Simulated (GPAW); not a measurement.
# SiH2S2 (SMILES [SiH2]1SS1): a chain of runs

Wanted: a geometry optimisation (LDA (PW92)/real-space grid), then vibrational wavenumbers (LDA (PW92)/real-space grid), then the vertical excitations (TD-LDA (PW92)/real-space grid) of SiH2S2. Input form: an ASE script.

The results are computed with GPAW 26.7.0.

2 further runs of the same task are left out: 2 set aside as unsound or not needed.

## Step 1: The system as given

SiH2S2 has 5 atoms, charge 0, and is taken as a singlet. SMILES: `[SiH2]1SS1`. All atoms were displaced at random from a relaxed shape. The run starts from this shape.

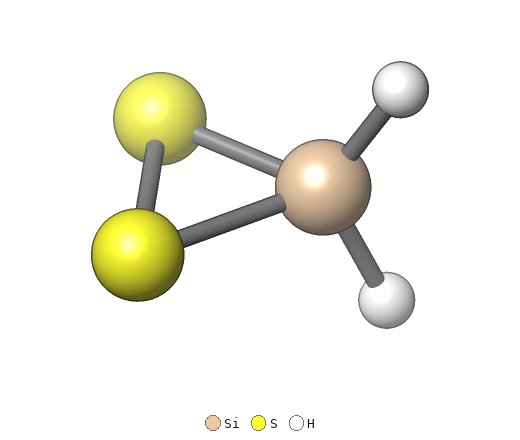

The structure, seen from a chosen angle (silicon light orange, sulfur yellow, hydrogen white).

## Step 2: A structure relaxation at LDA (PW92)/real-space grid (scalar-relativistic datasets) (run 1)

gs.xyz

```xyz
5

Si    -0.277951     0.294047    -0.135109
S      1.837946    -0.303048     0.254564
S     -0.024121    -1.355991     1.159125
H     -0.771504    -0.316711    -1.617303
H     -0.888346     1.491301     0.477653
```

calc.py

```python
from ase.io import read, write
from ase.optimize import FIRE
from gpaw import GPAW

# Geometry
molecule = read("gs.xyz")
molecule.set_cell([13.0, 13.0, 13.0])
molecule.center()

# DFT calculator
calculator = GPAW(mode="fd",
                  h=0.2,
                  xc="LDA",
                  maxiter=100,
                  poissonsolver={"name": "fast"},
                  symmetry="off",
                  txt="gs.txt")
molecule.calc = calculator

opt = FIRE(molecule, trajectory="gs.traj")
converged = opt.run(fmax=0.05, steps=100)
print("Converged:", converged)
print(f"Final energy = {molecule.get_potential_energy():.5f} eV")
print(f"r(S2-Si0)               {molecule.get_distance(2, 0):.4f} Ang")
print(f"r(H3-Si0) = {molecule.get_distance(3, 0):.4f} Ang")
write("relaxed.xyz", molecule)
```

Launch:

```bash
python3 -u calc.py | tee calc.out
```

The log of the run:

```text
Step     Time          Energy          fmax
FIRE:    0 hh:mm:ss      -20.460249        2.833317
FIRE:    1 hh:mm:ss      -20.663541        2.176575
FIRE:    2 hh:mm:ss      -20.888632        1.176880
FIRE:    3 hh:mm:ss      -20.948770        1.603296
FIRE:    4 hh:mm:ss      -20.961456        1.436196
FIRE:    5 hh:mm:ss      -20.981943        1.118545
FIRE:    6 hh:mm:ss      -21.003025        0.809335
FIRE:    7 hh:mm:ss      -21.017286        0.508625
FIRE:    8 hh:mm:ss      -21.021239        0.555959
FIRE:    9 hh:mm:ss      -21.021337        0.543928
FIRE:   10 hh:mm:ss      -21.022221        0.520118
FIRE:   11 hh:mm:ss      -21.023361        0.485922
FIRE:   12 hh:mm:ss      -21.024644        0.442373
FIRE:   13 hh:mm:ss      -21.026106        0.391668
FIRE:   14 hh:mm:ss      -21.027673        0.336682
FIRE:   15 hh:mm:ss      -21.029279        0.304645
FIRE:   16 hh:mm:ss      -21.031041        0.288411
FIRE:   17 hh:mm:ss      -21.032760        0.270101
FIRE:   18 hh:mm:ss      -21.034735        0.261998
FIRE:   19 hh:mm:ss      -21.036869        0.254422
FIRE:   20 hh:mm:ss      -21.039232        0.234239
FIRE:   21 hh:mm:ss      -21.041954        0.216739
FIRE:   22 hh:mm:ss      -21.045097        0.204793
FIRE:   23 hh:mm:ss      -21.048287        0.181540
FIRE:   24 hh:mm:ss      -21.050996        0.165311
FIRE:   25 hh:mm:ss      -21.053125        0.164233
FIRE:   26 hh:mm:ss      -21.055033        0.165373
FIRE:   27 hh:mm:ss      -21.056432        0.100961
FIRE:   28 hh:mm:ss      -21.057081        0.109070
FIRE:   29 hh:mm:ss      -21.057298        0.099842
FIRE:   30 hh:mm:ss      -21.057316        0.083024
FIRE:   31 hh:mm:ss      -21.057480        0.074207
FIRE:   32 hh:mm:ss      -21.057632        0.069969
FIRE:   33 hh:mm:ss      -21.057647        0.065259
FIRE:   34 hh:mm:ss      -21.057757        0.059665
FIRE:   35 hh:mm:ss      -21.057849        0.065523
FIRE:   36 hh:mm:ss      -21.057977        0.072823
FIRE:   37 hh:mm:ss      -21.058115        0.068532
FIRE:   38 hh:mm:ss      -21.058260        0.051132
FIRE:   39 hh:mm:ss      -21.058400        0.042775
Converged: True
Final energy = -21.05840 eV
r(S2-Si0)               2.0983 Ang
r(H3-Si0) = 1.4880 Ang
```

gs.txt:

```text
__  _  _
 | _ |_)|_||  |
 |__||  | ||/\| - 26.7.0

units:  Angstrom and eV
cores:  1
OpenMP: False

Versions:
  Python: 3.12.14
  ASE:    3.29.0
  Numpy:  2.5.5
  Scipy:  1.18.1
  Libxc:  7.0.0

        _gpaw.cpython-312-aarch64-linux-gnu.so

Input parameters:
  mode=FD(),
  h=0.2,
  maxiter=100,
  poissonsolver=PoissonSolver(name='fast'),
  symmetry=Symmetry(point_group=False, time_reversal=False),
  xc=XC(name='LDA')

Diagonalizing LCAO Hamiltonian
Converting LCAO to fd mode
         .-------------------------------.
        /|                               |
       / |                               |
      /  |                               |
     /   |                               |
    /    |                               |
   /     |                               |
  /      |                               |
 *       |                               |
 |       |                               |
 |       |         H                     |
 |       |         S                     |
 |       |         Si   S                |
[... 43 lines left out ...]
|   |                                coordinates |     weight |
[... 105 lines left out ...]
  Converge bands: occupied
[... 28 lines left out ...]
convergence criteria:
[... 14 lines left out ...]
Converged in 14 steps
[... 15 lines left out ...]
dipole moment: (-0.300003, 0.310834, -0.174837)  # |e|*Ang
[... 21 lines left out ...]
- Maximum [total energy] change in last 3 cyles: 0.0005 eV / valence electron
[... 28 lines left out ...]
  Free energy:     -21.058260
[... 74 lines left out ...]
convergence criteria:
[... 16 lines left out ...]
Converged in 7 steps
[... 10 lines left out ...]
  Spinorbit:         0.000000
  ----------------------------
  Free energy:     -21.058400
  Extrapolated:    -21.058400

dipole moment: (-0.262001, 0.226384, -0.197688)  # |e|*Ang

Fermi level: -4.168
Eigenvalues  # (at kpt = [0.000, 0.000, 0.000])
| band index |      eig [eV] | occ [0-2] |
|------------|---------------|-----------|
|          0 |       -20.461 |     2.000 |
|          1 |       -15.862 |     2.000 |
|          2 |       -13.325 |     2.000 |
[... 10 lines of this table left out ...]
|         13 |         0.087 |     0.000 |

Gap: 2.508 eV
Transition (v -> c):
  (s=0, k=0, n=8, [0.00, 0.00, 0.00]) -> (s=0, k=0, n=9, [0.00, 0.00, 0.00])
No difference between direct/indirect transitions
vacuum-level: 0.000  # V

Forces  # eV/Ang
|        x |        y |        z |
|----------|----------|----------|
|  0.02139 | -0.01220 | -0.00645 |  # Si   0
|  0.03352 |  0.01957 | -0.01798 |  # S    1
| -0.02284 | -0.00821 | -0.00257 |  # S    2
| -0.00807 | -0.01750 |  0.00472 |  # H    3
|  0.01059 | -0.02257 |  0.00744 |  # H    4

Force computation time: 0.062  # s

timing:  # [seconds]
  Total:  254.006  # ━━━━━━━━━━━━━━━━━━━━━━━━━━━━━━━━━━━━━━━━━━━━━━━━━━━━━━━━
  Init:     1.255  # ╸
  SCF:    238.540  # ━━━━━━━━━━━━━━━━━━━━━━━━━━━━━━━━━━━━━━━━━━━━━━━━━━━━╸
  Forces:   2.460  # ╸
  Move:    11.608  # ━━╸
```

Wall time 4.2 min (1 thread of Arm Neoverse V2, shared host); peak memory 0.72 GiB.

Step by step:

```csv
step,energy from the first frame kept (eV),largest force (eV/Å)
0,0.0000,2.8333
2,-0.4284,1.1769
4,-0.5012,1.4362
6,-0.5428,0.8093
8,-0.5610,0.5560
10,-0.5620,0.5201
12,-0.5644,0.4424
14,-0.5674,0.3367
16,-0.5708,0.2884
18,-0.5745,0.2620
20,-0.5790,0.2342
22,-0.5848,0.2048
24,-0.5907,0.1653
26,-0.5948,0.1654
28,-0.5968,0.1091
30,-0.5971,0.0830
32,-0.5974,0.0700
34,-0.5975,0.0597
36,-0.5977,0.0728
38,-0.5980,0.0511
39,-0.5982,0.0428
```

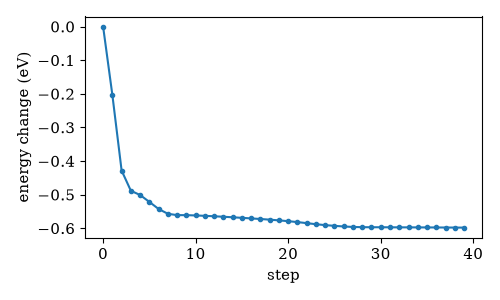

Energy along the run.

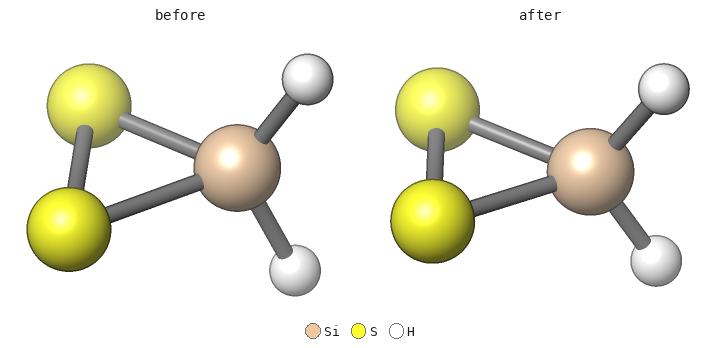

Before and after, at one scale.

After the run. Bond lengths: Si1–S2 2.099 Å, Si1–S3 2.098 Å, S2–S3 2.145 Å, Si1–H4 1.488 Å, Si1–H5 1.488 Å. Angles: Si1–S2–S3 59.3°, S2–Si1–S3 61.5°, Si1–S3–S2 59.3°, S2–Si1–H4 117.5°, S2–Si1–H5 117.8°, S3–Si1–H4 117.6°, S3–Si1–H5 118.1°, H4–Si1–H5 114.4°.

## Step 3: Vibrational wavenumbers at LDA (PW92)/real-space grid (scalar-relativistic datasets, shape nonlinear) (run 2)

relaxed.xyz

```xyz
5
Lattice="13.0 0.0 0.0 0.0 13.0 0.0 0.0 0.0 13.0" Properties=species:S:1:pos:R:3:magmoms:R:1:forces:R:3 free_energy=-21.058400305964547 energy=-21.058400305964547 dipole="-0.2620006852846017 0.2263844192693837 -0.19768785011324264" magmom=0.0 pbc="F F F"
Si       5.73943187       6.62044640       6.55063164       0.00000000       0.02139186      -0.01219733      -0.00644809
S        7.73194972       6.14745367       7.01018006       0.00000000       0.03352046       0.01956846      -0.01797566
S        6.11325754       5.04713122       7.88776256       0.00000000      -0.02284059      -0.00820790      -0.00257237
H        5.24387272       6.26720754       5.19272526       0.00000000      -0.00807495      -0.01750084       0.00472010
H        5.18209896       7.88733898       7.09785540       0.00000000       0.01058595      -0.02256886       0.00744341
```

calc.py

```python
from ase.io import read
from ase.thermochemistry import IdealGasThermo
from ase.vibrations import Infrared
from gpaw import GPAW

# Structure
mol = read('relaxed.xyz')

# Ground state
gpaw_calc = GPAW(mode='fd',
                 poissonsolver={'name': 'fast'},
                 convergence={'density': 1e-05},
                 symmetry='off',
                 h=0.2,
                 xc='LDA',
                 maxiter=100,
                 txt='gs.txt')
mol.calc = gpaw_calc

energy = mol.get_potential_energy()
vib = Infrared(mol, delta=0.01)
vib.run()
vib.summary()
freqs = vib.get_frequencies()
zpe = vib.get_zero_point_energy()
intensities = vib.intensities

thermo = IdealGasThermo(vib_energies=vib.get_energies(), potentialenergy=energy, atoms=mol, geometry='nonlinear',
                        symmetrynumber=1, spin=0.0, ignore_imag_modes=True)
H = thermo.get_enthalpy(298.15, verbose=False)
S = thermo.get_entropy(298.15, 100000.0, verbose=False)
G = thermo.get_gibbs_energy(temperature=298.15, pressure=100000.0)
```

Launch:

```bash
python3 -u calc.py | tee calc.out
```

The log of the run:

```text
-------------------------------------
 Mode    Frequency        Intensity
  #    meV     cm^-1   (D/Å)^2 amu^-1
-------------------------------------
  0   19.8i    159.5i     0.0189
  1   18.1i    145.6i     0.0047
  2   10.5i     84.5i     0.0137
  3   12.1      97.4      0.0014
  4   23.5     189.6      0.0203
  5   32.0     257.9      0.0101
  6   55.2     445.4      0.2964
  7   56.1     452.9      0.2634
  8   68.3     551.2      0.2189
  9   70.9     572.0      0.1983
 10   76.4     615.9      0.5086
 11   87.1     702.2      0.7198
 12  111.2     897.1      2.4085
 13  269.2    2171.3      1.1132
 14  274.8    2216.7      1.0938
-------------------------------------
Zero-point energy: 0.568 eV
Static dipole moment: 1.915 D
Maximum force on atom in `equilibrium`: 0.0428 eV/Å

Enthalpy components at T = 298.15 K:
===============================
Enthalpy components at T = 298.15 K:
===============================
E_pot                -21.058 eV
E_ZPE                  0.535 eV
Cv_trans (0->T)        0.039 eV
Cv_rot (0->T)          0.039 eV
Cv_vib (0->T)          0.033 eV
-------------------------------
U                    -20.414 eV
===============================
(C_v -> C_p)           0.026 eV
-------------------------------
H                    -20.388 eV
===============================

Entropy components at T = 298.15 K and P = 100000.0 Pa:
=================================================
{"":15s}{"S":13s}     {"T*S:13s}
S_trans (1 bar)    0.0017158 eV/K        0.512 eV
S_rot              0.0010907 eV/K        0.325 eV
S_elec             0.0000000 eV/K        0.000 eV
S_vib              0.0001521 eV/K        0.045 eV
S (1 bar -> P)    -0.0000000 eV/K       -0.000 eV
-------------------------------------------------
S                  0.0029586 eV/K        0.882 eV
=================================================

Free energy components at T = 298.15 K and P = 100000.0 Pa:
=======================
    H        -20.388 eV
 -T*S         -0.882 eV
-----------------------
    G        -21.270 eV
=======================
```

gs.txt:

```text
__  _  _
 | _ |_)|_||  |
 |__||  | ||/\| - 26.7.0

units:  Angstrom and eV
cores:  1
OpenMP: False

Versions:
  Python: 3.12.14
  ASE:    3.29.0
  Numpy:  2.5.5
  Scipy:  1.18.1
  Libxc:  7.0.0

        _gpaw.cpython-312-aarch64-linux-gnu.so

Input parameters:
  mode=FD(),
  convergence={'density': 1e-05},
  h=0.2,
  maxiter=100,
  poissonsolver=PoissonSolver(name='fast'),
  symmetry=Symmetry(point_group=False, time_reversal=False),
  xc=XC(name='LDA')

Diagonalizing LCAO Hamiltonian
Converting LCAO to fd mode
         .-------------------------------.
        /|                               |
       / |                               |
      /  |                               |
     /   |                               |
    /    |                               |
   /     |                               |
  /      |                               |
 *       |                               |
 |       |                               |
 |       |         H                     |
 |       |         S                     |
[... 44 lines left out ...]
|   |                                coordinates |     weight |
[... 105 lines left out ...]
  Converge bands: occupied
[... 28 lines left out ...]
convergence criteria:
[... 14 lines left out ...]
Converged in 14 steps
[... 15 lines left out ...]
dipole moment: (-0.262037, 0.226354, -0.197729)  # |e|*Ang
[... 17 lines left out ...]
- Maximum [total energy] change in last 3 cyles: 0.0005 eV / valence electron
[... 25 lines left out ...]
  Free energy:     -21.057871
[... 74 lines left out ...]
convergence criteria:
[... 14 lines left out ...]
Converged in 8 steps
[... 10 lines left out ...]
  Spinorbit:         0.000000
  ----------------------------
  Free energy:     -21.058186
  Extrapolated:    -21.058186

dipole moment: (-0.262467, 0.226573, -0.199374)  # |e|*Ang

Fermi level: -4.167
Eigenvalues  # (at kpt = [0.000, 0.000, 0.000])
| band index |      eig [eV] | occ [0-2] |
|------------|---------------|-----------|
|          0 |       -20.460 |     2.000 |
|          1 |       -15.861 |     2.000 |
|          2 |       -13.320 |     2.000 |
[... 10 lines of this table left out ...]
|         13 |         0.088 |     0.000 |

Gap: 2.508 eV
Transition (v -> c):
  (s=0, k=0, n=8, [0.00, 0.00, 0.00]) -> (s=0, k=0, n=9, [0.00, 0.00, 0.00])
No difference between direct/indirect transitions
vacuum-level: 0.000  # V

Forces  # eV/Ang
|        x |        y |        z |
|----------|----------|----------|
|  0.00337 |  0.03787 |  0.03631 |  # Si   0
|  0.03206 |  0.01785 | -0.01877 |  # S    1
| -0.01880 | -0.01387 | -0.00486 |  # S    2
| -0.01138 | -0.00948 |  0.00564 |  # H    3
|  0.02968 | -0.06940 | -0.02806 |  # H    4

Force computation time: 0.062  # s

timing:  # [seconds]
  Total:  226.577  # ━━━━━━━━━━━━━━━━━━━━━━━━━━━━━━━━━━━━━━━━━━━━━━━━━━━━━━━━
  Init:     1.284  # ╸
  SCF:    214.641  # ━━━━━━━━━━━━━━━━━━━━━━━━━━━━━━━━━━━━━━━━━━━━━━━━━━━━━
  Forces:   1.887  # ╸
  Move:     8.646  # ━━
```

Run time: 3.8 min. Hardware: 1 thread of Arm Neoverse V2, shared host; peak memory 0.74 GiB.

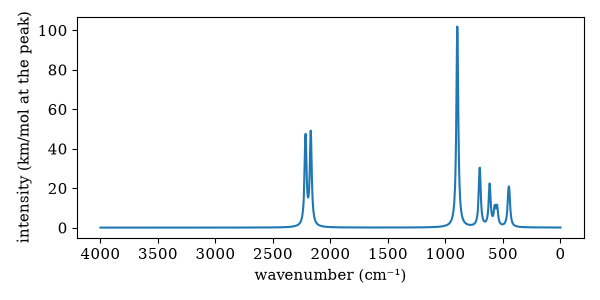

Harmonic infrared spectrum, unscaled, lines broadened by 10 cm⁻¹.

## Step 4: The excited states at TD-LDA (PW92)/real-space grid (scalar-relativistic datasets, restrict set) (run 3)

relaxed.xyz is that of step 3.

H2S2Si.py

```python
from ase.io import read
from ase.units import Hartree
from gpaw import GPAW
from gpaw.lrtddft import LrTDDFT

molecule = read('relaxed.xyz')

dft = GPAW(mode='fd',
           legacy_gpaw=True,
           nbands=20,
           convergence={'bands': 15, 'eigenstates': 1e-06},
           symmetry='off',
           maxiter=150,
           xc='LDA',
           poissonsolver={'name': 'fast'},
           h=0.2,
           txt='H2S2Si.txt')
molecule.calc = dft
molecule.get_potential_energy()

lr = LrTDDFT(dft, restrict={'jend': 14, 'istart': 6}, txt='lr.txt')
lr.diagonalize()
energies = [x.get_energy() * Hartree for x in lr][:4]
strengths = [x.get_oscillator_strength()[0] for x in lr][:4]
for n, (e, f) in enumerate(zip(energies, strengths), 1):
    print(f'{n:3d} {e:8.3f} eV  f = {f:.4f}')
lr.analyse(range(4))
```

Launch:

```bash
python3 H2S2Si.py
```

The log of the run:

```text
1    2.905 eV  f = 0.0002
  2    3.514 eV  f = 0.0034
  3    4.254 eV  f = 0.0000
  4    4.767 eV  f = 0.0000
0: E=2.905 eV, f=0.00019918, (2.2518e-07,0.0002465,0.00035081)
  8->9 u 1
  rest=0.000451
1: E=3.514 eV, f=0.0033855, (4.2373e-06,0.0042221,0.0059303)
  8->10 u 0.999
  rest=0.00137
2: E=4.254 eV, f=2.465e-06, (1.6994e-06,3.2793e-07,5.3678e-06)
  8->11 u 0.993
  rest=0.00663
3: E=4.767 eV, f=7.6428e-06, (2.3419e-06,6.1661e-06,1.442e-05)
  7->9 u 0.0175
  8->12 u 0.98
  rest=0.00268
```

H2S2Si.txt:

```text
___ ___ ___ _ _ _
 |   |   |_  | | | |
 | | | | | . | | | |
 |__ |  _|___|_____|  26.7.0
 |___|_|

units:  Angstrom and eV
cores:  1
OpenMP: False

Versions:
  Python: 3.12.14
  ASE:    3.29.0
  Numpy:  2.5.5
  Scipy:  1.18.1
  Libxc:  7.0.0

        _gpaw.cpython-312-aarch64-linux-gnu.so

Input parameters:
  convergence: {bands: 15,
                eigenstates: 1e-06}
  h: 0.2
  maxiter: 150
  mode: fd
  nbands: 20
  poissonsolver: {name: fast}
  symmetry: off

System changes: positions, numbers, cell, pbc, initial_charges, initial_magmoms

Initialize ...

species:
  Si:
    name:    Silicon
    Z:       14.0
    valence: 4
    core:    10
    charge:  0.0  # [|e|]
[... 67 lines left out ...]
Reference energy: -29532.138986  # eV
[... 3 lines left out ...]
Convergence criteria:
 Maximum [total energy] change in last 3 cyles: 0.0005 eV / valence electron
[... 4 lines left out ...]
 the SCF output indicates the quantity has converged.)
[... 9 lines left out ...]
       k-points in crystal coordinates                weights
[... 59 lines left out ...]
Bands to converge: 15
[... 62 lines left out ...]
Converged after 67 iterations.
[... 1 line left out ...]
Dipole moment: (-0.262037, 0.226353, -0.197729) |e|*Ang
[... 11 lines left out ...]
Free energy:    -21.058254
[... 92 lines left out ...]
Memory usage: 660.71 MiB
```

lr.txt:

```text
Kohn-Sham single transitions

KSS 18 transitions (restrict={'jend': 14, 'istart': 6})
KSS TRK sum 1.79089 (2.31233,1.68314,1.3772)
KSS polarisabilities(l=0-3) 1.79089, 32.333, 644.426, 14563.4

Linear response TDDFT calculation

[... 51 lines left out ...]
XC kss[7]
XC estimated time left 3s
XC kss[8]
XC estimated time left 3s
XC kss[9]
XC estimated time left 2s
XC kss[10]
XC estimated time left 2s
XC kss[11]
XC estimated time left 2s
XC kss[12]
XC estimated time left 1s
XC kss[13]
XC estimated time left 1s
XC kss[14]
XC estimated time left 1s
XC kss[15]
XC estimated time left 1s
XC kss[16]
XC estimated time left 0s
XC kss[17]
# diagonalize: 18 transitions original
# diagonalize: 18 transitions now
LrTDDFT digonalized:
  <LrTDDFTExcitation> om=2.90452[eV] |me|=0.0172849 (-0.02,0.64,0.77)
  <LrTDDFTExcitation> om=3.51396[eV] |me|=0.0712622 (-0.02,0.64,0.76)
  <LrTDDFTExcitation> om=4.25389[eV] |me|=0.00192291 (0.48,-0.21,-0.85)
[... 14 lines of this table left out ...]
  <LrTDDFTExcitation> om=8.50937[eV] |me|=1.25445 (-0.67,0.55,-0.50)
Timing:          incl.     excl.
---------------------------------------
diagonalize:     0.001     0.000   0.0% |
 build:          0.000     0.000   0.0% |
 clean:          0.000     0.000   0.0% |
 omega:          0.000     0.000   0.0% |
Other:          11.572    11.572 100.0% |---------------------------------------|
---------------------------------------
Total:                    11.573 100.0%

Memory usage: 660.71 MiB
```

Run time: 71 s. Hardware: 1 thread of Arm Neoverse V2, shared host; peak memory 0.65 GiB.

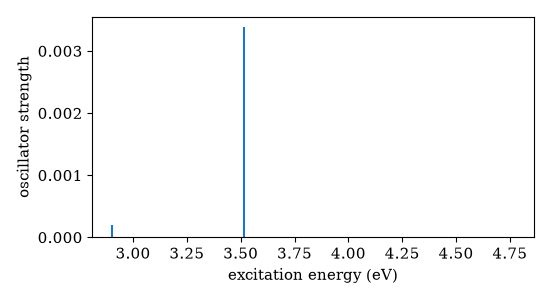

Vertical excitations as sticks.

The roots found:

```csv
excited state,energy (eV),strength
1,2.905,0.0002
2,3.514,0.0034
3,4.254,0.0000
4,4.767,0.0000
```

## Step 5: What came out

| quantity | value |
| --- | --- |
| run 1, LDA (PW92)/real-space grid: energy as printed (from the program's reference atoms) | -21.0584 eV |
| run 1, LDA (PW92)/real-space grid: dipole moment | 1.92 D |
| run 1, LDA (PW92)/real-space grid: HOMO energy | -5.42 eV |
| run 1, LDA (PW92)/real-space grid: LUMO energy | -2.91 eV |
| run 1, LDA (PW92)/real-space grid: HOMO–LUMO gap | 2.51 eV |
| run 2, LDA (PW92)/real-space grid: energy as printed (from the program's reference atoms) | -21.0583 eV |
| run 2, LDA (PW92)/real-space grid: lowest harmonic wavenumber | 445 cm⁻¹ |
| run 2, LDA (PW92)/real-space grid: highest harmonic wavenumber | 2217 cm⁻¹ |
| run 2, LDA (PW92)/real-space grid: zero-point energy | 51.6 kJ/mol |
| run 3, TD-LDA (PW92)/real-space grid: energy as printed (from the program's reference atoms) | -21.0583 eV |
| run 3, TD-LDA (PW92)/real-space grid: dipole moment (of the density that the program reports) | 1.92 D |
| run 3, TD-LDA (PW92)/real-space grid: HOMO energy (LDA (PW92) Kohn–Sham orbitals) | -5.42 eV |
| run 3, TD-LDA (PW92)/real-space grid: LUMO energy (LDA (PW92) Kohn–Sham orbitals) | -2.91 eV |
| run 3, TD-LDA (PW92)/real-space grid: HOMO–LUMO gap (LDA (PW92) Kohn–Sham orbitals) | 2.51 eV |
| run 3, TD-LDA (PW92)/real-space grid: lowest singlet excitation energy | 2.90 eV |

The program (run 2, LDA (PW92)/real-space grid) took a symmetry number of 1 where this shape has 2, so the entropy in its output is too high by R ln(2/1) = 1.38 cal/(mol K). The optimisation (run 1, LDA (PW92)/real-space grid) took 39 steps and changed the energy by -0.598 eV. All 9 modes (run 2, LDA (PW92)/real-space grid) are real, so the shape is a minimum at this level.
